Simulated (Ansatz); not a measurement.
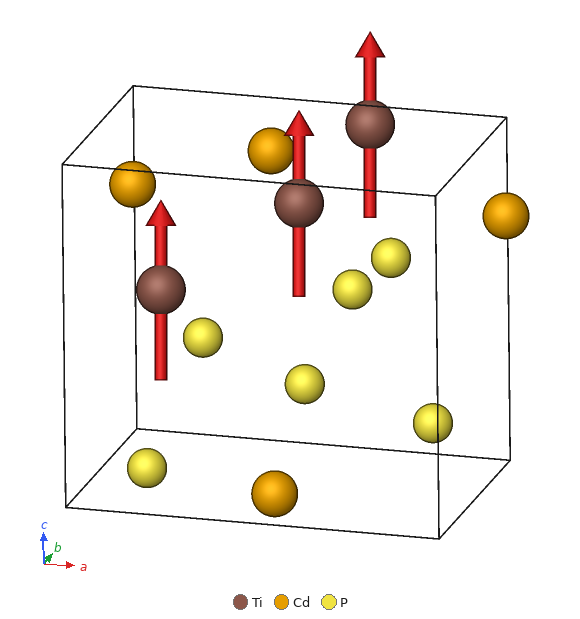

Shown here is a spheres-only view of the crystal, taken slightly off an axis. The edges of the simulation cell are marked. Arrows are the site magnetic moments above 0.25 μB (those induced on non-metal atoms are left out); longer means larger, and red and blue are up and down (without spin-orbit coupling the axis itself is arbitrary).

This is the lowest state found for TiCdP3. Electronic-structure method: DFT, PAW plane waves, PBEsol+U (Ansatz 0.2.0). Parameters: plane waves up to 420 eV, 3×3×4 k-mesh, Fermi-Dirac smearing of 0.1 eV, U_eff = 3.46 eV on Ti d, collinear spins.

Q: Which kind of magnetic order is this?

A: Ferromagnetic (within this cell). Site moments: 2 Ti +1.1 to +1.3 μB. The net spin moment of the whole cell is 3.0 μB, including what lies between the atoms and on sites without an arrow.

Note that this is a made-up disordered cell, and that it hasn't been relaxed. A calculation with Ansatz used it as input.

At this level of theory the cell isn't at rest (forces up to 2.2 eV/Å), so its distances can differ from those at equilibrium, the more so the softer the solid, and its magnetic state may change on relaxation.
